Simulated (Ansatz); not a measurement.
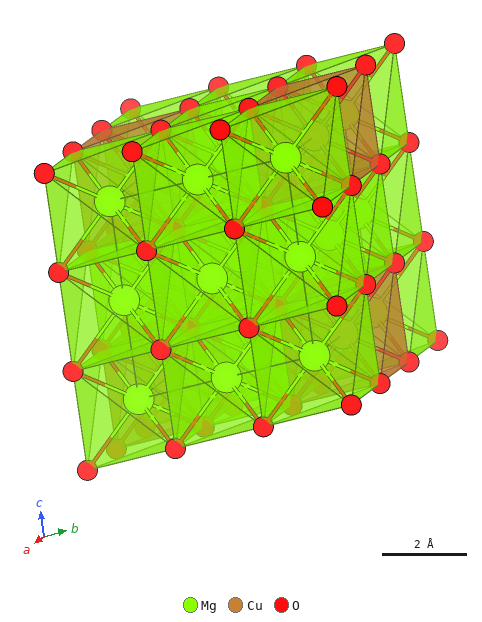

Figure 1. The input geometry (polyhedral view of the cell of the calculation, seen slightly off an axis; polyhedra are completed across the faces of the cell). An atom can appear more than once, as a periodic image.

## Mg$_{7}$CuO$_{8}$: single-point calculation (part 1 of 2)

System: Mg$_{7}$CuO$_{8}$ (defect cell, 16 atoms in the cell).
Method: DFT, PBE, PAW, plane waves, scalar-relativistic, spin-polarised (Ansatz 0.2.0).

It belongs to a series of runs on one base structure; here: parallel moments, plain SCF. Figures and captions count atoms from 1; the log counts them from 0 in places.

What the program printed:
```
Engine: ansatz 0.2.0, aarch64-unknown-linux-gnu
Pseudopotentials: kind: paw
Pseudopotential: Mg, paw, valence charge 10, recommended cutoff 420 eV (normal), Mg.paw.azcp
Pseudopotential: Cu, paw, valence charge 19, recommended cutoff 420 eV (normal), Cu.paw.azcp
Pseudopotential: O, paw, valence charge 6, recommended cutoff 420 eV (normal), O.paw.azcp
Functional definition: PBE
  parameter kappa = 0.804
  parameter beta = 0.06672455060314922
  exchange = pbe_x(kappa = kappa, mu = beta*pi^2/3)
  correlation = pbe_c(beta = beta)
Crystal: 16 atoms, lattice volume = 165.240 Å³
Basis set: ecut = 420 eV, 3215 PW (Γ), exchange–correlation on 90×90×90 points (8 copies of the dense FFT grid, shifted against one another)
Bands: 85, of which v1, the nominal top of the filled ones, is band 69 counted from 1 (68 counted from 0)
Symmetry: 48 space group operations
Space group: Fm-3m (ITA 225), of the structure as read, at distance tolerance 5.5e-5 Å
Magnetic group: BNS 225.116 (UNI 1618), of the structure as read, at distance tolerance 5.5e-5 Å
k-points: 3 of 8
Non-local potential: Mg, projectors of the file, l = 0: 3, l = 1: 2, l = 2: 1
Non-local potential: Cu, projectors of the file, l = 0: 3, l = 1: 2, l = 2: 3, l = 3: 1
Non-local potential: O, projectors of the file, l = 0: 2, l = 1: 2, l = 2: 1
PAW form: soft (Blöchl's): semilocal exchange-correlation on the pseudo side does not see the compensation charge
PAW one-centre angular grid: Mg, 110 points (default); XC on 64 Gauss nodes
PAW one-centre angular grid: Cu, 590 points (default); XC on 64 Gauss nodes
PAW one-centre angular grid: O, 110 points (default); XC on 64 Gauss nodes
Initial density: superposition of atomic densities (chi_scale 0.1, normalization cell, long waves kept (reshape's long-wave potential 0.00 eV rms))
Starting moments: Σ|m| = 1 μB on 1 of 16 sites
Initial wavefunctions: pseudopotential atomic-orbital guess
Functional: x = pbe(κ = 0.804, μ = 0.2195149727645171), c = pbe(β = 0.06672455060314922)
iter 1 solved again at ethr=2.97e-3 eV; its pass at ethr=3.10e-3 eV (dr2=4.07e0 eV) is discarded
SCF iter   1: F=—  HF=-24649.270021 eV  |F-HF|=—  |Δ(HF+E_count)|=         —  Δρ=3.96e-2 (↑3.37e-2 ↓3.96e-2)  dr2=4.07e0  dr2_m=2.79e-1  M=1.000 μB ∫|m|=1.014 μB  β_m=0.30  ethr=2.97e-3  ⟨swp⟩=1.0  Hψ=2367  notcnv=0
preconditioner: auto → Resta (q_TF=auto, 2.644 Å⁻¹)  ε∞=4.1  [insulator: Δε(μ)=0.222 eV  Ē_g=13.976 eV  σ=0.010 eV  W_gap=0.62  n_scr=58 (ndim 8)  ℏωp=24.7 eV  f_vac=0.000  D(μ)=23.44/eV (n_scr^D=338)  ε∞_Penn≈4.1]
spin=Collinear: Resta preconditioning applied to the charge; magnetization (m = ρ↑ − ρ↓) channel mixes plain (no charge-response kernel on spin).
SCF iter   2: F=—  HF=-24649.005691 eV  |F-HF|=—  |Δ(HF+E_count)|=   2.64e-1  Δρ=2.46e-2 (↑2.43e-2 ↓2.46e-2)  dr2=2.21e0  dr2_m=8.03e-2  M=1.000 μB ∫|m|=1.026 μB  β_m=0.30  ethr=2.97e-3  ⟨swp⟩=2.3  Hψ=611  notcnv=0
SCF iter   3: F=—  HF=-24649.070884 eV  |F-HF|=—  |Δ(HF+E_count)|=   6.52e-2  Δρ=1.28e-2 (↑8.58e-3 ↓1.28e-2)  dr2=2.80e-1  dr2_m=8.30e-2  M=1.000 μB ∫|m|=1.033 μB  β_m=0.30  ethr=1.61e-3  ⟨swp⟩=3.0  Hψ=937  notcnv=0  defer=56
SCF iter   4: F=—  HF=-24649.153144 eV  |F-HF|=—  |Δ(HF+E_count)|=   8.23e-2  Δρ=6.49e-3 (↑6.49e-3 ↓4.52e-3)  dr2=5.94e-2  dr2_m=2.59e-2  M=1.000 μB ∫|m|=1.046 μB  β_m=1.00  ethr=2.05e-4  ⟨swp⟩=2.8  Hψ=872  notcnv=0  defer=56
SCF iter   5: F=—  HF=-24649.160076 eV  |F-HF|=—  |Δ(HF+E_count)|=   6.93e-3  Δρ=2.02e-3 (↑1.57e-3 ↓2.02e-3)  dr2=9.48e-3  dr2_m=1.38e-3  M=1.000 μB ∫|m|=1.074 μB  β_m=0.30  ethr=4.34e-5  ⟨swp⟩=2.5  Hψ=1020  notcnv=0  defer=56
SCF iter   6: F=—  HF=-24649.169403 eV  |F-HF|=—  |Δ(HF+E_count)|=   9.33e-3  Δρ=1.20e-3 (↑6.78e-4 ↓1.20e-3)  dr2=1.77e-3  dr2_m=1.01e-3  M=1.000 μB ∫|m|=1.076 μB  β_m=0.30  ethr=6.92e-6  ⟨swp⟩=2.2  Hψ=926  notcnv=0  defer=56
Mixer restart at iter 6: flushing history
spin-set hold released at iteration 6 (site moments contracting): the magnetisation degrees of freedom join the quasi-Newton model from the next iteration; the mixer history was flushed
SCF iter   7: F=—  HF=-24649.171484 eV  |F-HF|=—  |Δ(HF+E_count)|=   2.08e-3  Δρ=8.12e-4 (↑5.75e-4 ↓8.12e-4)  dr2=8.50e-4  dr2_m=5.46e-4  M=1.000 μB ∫|m|=1.079 μB  β_m=0.65  ethr=1.29e-6  ⟨swp⟩=2.3  Hψ=734  notcnv=0  defer=56
SCF iter   8: F=—  HF=-24649.174152 eV  |F-HF|=—  |Δ(HF+E_count)|=   2.67e-3  Δρ=6.14e-4 (↑1.60e-4 ↓6.14e-4)  dr2=6.95e-4  dr2_m=9.34e-5  M=1.000 μB ∫|m|=1.086 μB  β_m=0.57  ethr=6.20e-7  ⟨swp⟩=2.0  Hψ=908  notcnv=0  defer=56
SCF iter   9: F=—  HF=-24649.174067 eV  |F-HF|=—  |Δ(HF+E_count)|=   8.47e-5  Δρ=2.20e-4 (↑1.34e-4 ↓2.20e-4)  dr2=1.13e-4  dr2_m=7.70e-6  M=1.000 μB ∫|m|=1.087 μB  β_m=0.53  ethr=5.07e-7  ⟨swp⟩=2.0  Hψ=868  notcnv=0  defer=56
SCF iter  10: F=—  HF=-24649.174030 eV  |F-HF|=—  |Δ(HF+E_count)|=   3.78e-5  Δρ=6.62e-5 (↑6.31e-5 ↓6.62e-5)  dr2=1.48e-5  dr2_m=1.70e-6  M=1.000 μB ∫|m|=1.088 μB  β_m=0.71  ethr=8.22e-8  ⟨swp⟩=2.0  Hψ=844  notcnv=0  defer=56
SCF iter  11: F=—  HF=-24649.174138 eV  |F-HF|=—  |Δ(HF+E_count)|=   1.09e-4  Δρ=4.63e-5 (↑2.55e-5 ↓4.63e-5)  dr2=5.17e-6  dr2_m=3.00e-7  M=1.000 μB ∫|m|=1.088 μB  β_m=0.74  ethr=1.08e-8  ⟨swp⟩=2.0  Hψ=626  notcnv=0  defer=56
iter 12 did not close the SCF: its close was put off for a magnetic moment that had not settled (scf_convergence_deferred on its scf_iter line)
SCF iter  12: F=-24649.174138 eV  HF=-24649.174138 eV  |F-HF|=2.66e-8  |Δ(HF+E_count)|=   1.86e-8  Δρ=4.25e-6 (↑3.77e-6 ↓4.25e-6)  dr2=5.82e-8  dr2_m=7.47e-9  M=1.000 μB ∫|m|=1.088 μB  β_m=0.76  ethr=7.30e-11  ⟨swp⟩=12.8  Hψ=3790  notcnv=0
iter 13 did not close the SCF: its close was put off for a magnetic moment that had not settled (scf_convergence_deferred on its scf_iter line)
SCF iter  13: F=-24649.174138 eV  HF=-24649.174138 eV  |F-HF|=3.87e-8  |Δ(HF+E_count)|=   5.00e-8  Δρ=5.32e-6 (↑1.98e-6 ↓5.32e-6)  dr2=6.48e-8  dr2_m=5.41e-9  M=1.000 μB ∫|m|=1.089 μB  β_m=0.88  ethr=4.25e-11  ⟨swp⟩=5.0  Hψ=2593  notcnv=0
SCF iter  14: F=-24649.174138 eV  HF=-24649.174138 eV  |F-HF|=2.34e-8  |Δ(HF+E_count)|=   4.18e-9  Δρ=2.44e-6 (↑2.30e-6 ↓2.44e-6)  dr2=2.56e-8  dr2_m=1.15e-10  M=1.000 μB ∫|m|=1.089 μB  ethr=4.25e-11  ⟨swp⟩=5.0  Hψ=2611  notcnv=0
SCF 1 converged in 14 iterations: F = -24649.174138 eV  dr2 = 2.56e-8
  greatest PAW one-centre occupation: 1.000 electrons in one spin orbital (limit 2), on the Cu atom at site 4 (counted from 0), in its partial waves of l = 0
```

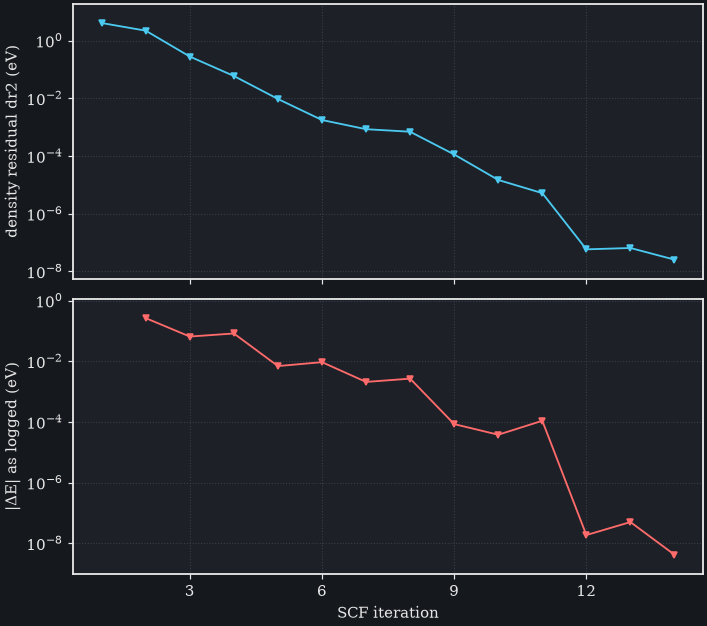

Figure 2. Convergence of the self-consistent field: density residual dr2 and size of the energy change against the SCF iteration. The residual falls almost steadily, with no more than small rises.

```
SCF converged after 14 iterations
Magnetization: 1.0000 μB (69.0000 up, 68.0000 down)
Absolute magnetization: 1.0866 μB (∫|ρ↑−ρ↓|, with the PAW one-centre terms)
Spin contamination: 0.0012 ħ² per cell (⟨S²⟩ above its minimum at these occupations)
Per-site moments (μB) at R_I (Å): [(-0.00063128115599176, 0.8983012499999998), (-0.0006312811559921068, 0.8983012499999998), (-0.0006312811559919656, 0.8983012499999998), (0.0033787273673393206, 0.89830125), (0.6009944349227521, 0.8983012499999998), (-0.0006312811559920779, 0.89830125), (-0.0006312811559918623, 0.89830125), (-0.0006312811559919339, 0.89830125), (0.06740799027952515, 0.89830125), (0.06740799027952507, 0.89830125), (0.06740799027952521, 0.89830125), (-0.0013551081746385756, 0.8983012499999998), (-0.001355108174638627, 0.89830125), (0.0674079902795252, 0.8983012499999998), (0.06740799027952507, 0.8983012499999998), (0.0674079902795251, 0.8983012499999998)]
Free energy (F): -24649.174138 eV
Harris-Foulkes:  -24649.174138 eV  (|F-HF|=2.34e-8)
Internal energy: -24649.167523 eV  (E = F + TS)
E sigma→0 (E₀):  -24649.170831 eV
Entropy (-TS):   -0.006616 eV (-0.413 meV/atom)
Fermi energy:    8.887144 eV
--- Per-component energies (eV) ---
  E_band       = -2643.302708
  E_kinetic    = 2240.273811
  E_local      = -16997.903166  (includes V_loc(G=0)·N_el)
  E_nonlocal   = 1441.098827
  E_hartree    = 6374.287020
  E_xc         = -891.275977
  E_vxc        = -1141.915260  (∫ρ·V_xc dr)
  E_paw        = -4974.449127  (= ΣΔE_a)
  E_vpaw       = -933.443566  (= ΣTr[D̂ρ^β])
  E_aug_tail   = 0.019536  (compensation charges beyond the density's cutoff)
  E_ewald      = -11841.218447
  E_smearing   = -0.006616  (= −TS)
  E_closure    = 0.000000  (closes the sum)
  Σ components = -24649.174138   (vs F -24649.174138, Δ=0.00e0)
--- Forces (eV/Å), atoms counted from 1 ---
  atom   1  Mg    -0.00000000     0.00000000     0.00000000
  atom   2  Mg     0.00000000     0.00000000    -0.00000000
  atom   3  Mg     0.00000000    -0.00000000    -0.00000000
  atom   4  Mg     0.00000000     0.00000000    -0.00000000
  atom   5  Cu     0.00000000    -0.00000000     0.00000000
  atom   6  Mg     0.00000000     0.00000000     0.00000000
  atom   7  Mg     0.00000000    -0.00000000    -0.00000000
  atom   8  Mg    -0.00000000     0.00000000    -0.00000000
  atom   9  O      0.38933944     0.00000000    -0.00000000
  atom  10  O      0.00000000    -0.38933944     0.00000000
  atom  11  O     -0.00000000    -0.00000000    -0.38933944
  atom  12  O      0.00000000    -0.00000000    -0.00000000
  atom  13  O      0.00000000    -0.00000000     0.00000000
  atom  14  O      0.00000000    -0.00000000     0.38933944
  atom  15  O     -0.00000000     0.38933944    -0.00000000
  atom  16  O     -0.38933944    -0.00000000    -0.00000000
  max |Σ_I F_I| component: 4.45e-16 eV/Å
--- Stress (GPa, compression-positive) ---
       -8.874811      -0.000000      -0.000000
        0.000000      -8.874811      -0.000000
       -0.000000      -0.000000      -8.874811
  P = ⅓ Tr σ = -8.8748 GPa (-88.748 kbar)
--- Band table (eV; the first three rows and the last of 6) ---
  k-point 0 ↑: bands = ["-103.6560", "-65.4847", "-65.3272", "-65.3238", "-65.3238", "-65.3238", "-65.3221", "-65.3221", "-61.0274", "-61.0274", "-61.0274", "-32.2469", "-32.2469", "-32.2469", "-32.1166", "-32.1007", "-32.1007", "-32.1007", "-32.0971", "-32.0971", "-32.0971", "-32.0806", "-32.0806", "-32.0806", "-32.0664", "-32.0664", "-32.0657", "-32.0657", "-32.0657", "-32.0654", "-32.0654", "-32.0654", "-9.5265", "-8.4923", "-8.4923", "-8.4923", "-8.3262", "-8.3135", "-8.3135", "-8.1748", "2.7539", "3.0426", "3.0426", "3.0426", "3.6149", "3.6149", "3.6149", "4.9888", "4.9888", "6.0319", "6.0319", "6.0319", "6.0714", "6.0714", "6.0714", "6.3298", "6.3298", "6.3298", "6.7160", "6.7160", "6.7160", "7.1870", "7.1870", "7.1870", "7.2572", "7.2572", "7.2572", "8.3586", "8.3586", "10.9402", "14.5732", "14.5732", "14.5732", "14.6971", "15.1847", "16.3340", "16.3340", "16.7874", "16.7874", "16.7874", "18.3235", "18.9244", "18.9244", "18.9244", "19.3379"]
```
